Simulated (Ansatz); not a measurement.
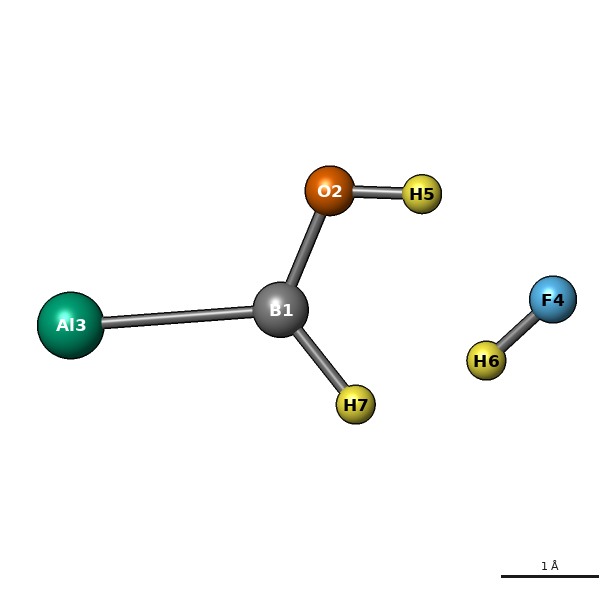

Computed geometry: PBE-D4/def2-SVP optimisation. No frequency run is at hand to confirm it as a minimum.

Which hydrogen bonds does the structure hold? Count O, N, F, S and Cl donors.

```tsv
D–H···A	D–H (Å)	H···A (Å)	angle (°)	kind
O2–H5···F4	0.99	1.78	144	intermolecular
```
